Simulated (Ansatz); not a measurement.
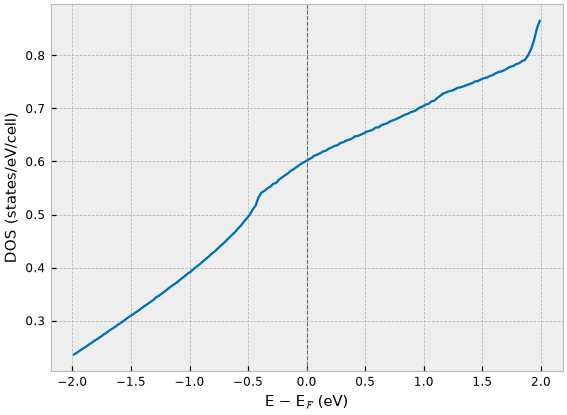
Figure: Density of states of HfN (Fm-3m) near the Fermi level, Ansatz (a quantum-chemistry and plane-wave program) with PBEsol, rigid bands.

**Question.** With 2 atoms a cell, what bare Sommerfeld coefficient γ = (π²/3) k_B² N(E_F) follows?

**Answer.** N(E_F) ≈ 0.60 states/eV a cell at 300 K, so γ ≈ 0.71 mJ/(mol of atoms·K²), before electron-phonon enhancement.

**Question.** How far does the Fermi level move in a rigid band for 0.1 electron a cell added or removed?

**Answer.** 163 meV and -170 meV.

A metal at this level (no band gap); rigid bands, thermally averaged at 300 K, both spins. Spin-orbit coupling is left out, which matters with elements this heavy. Geometry: cell and atoms relaxed with PBEsol.
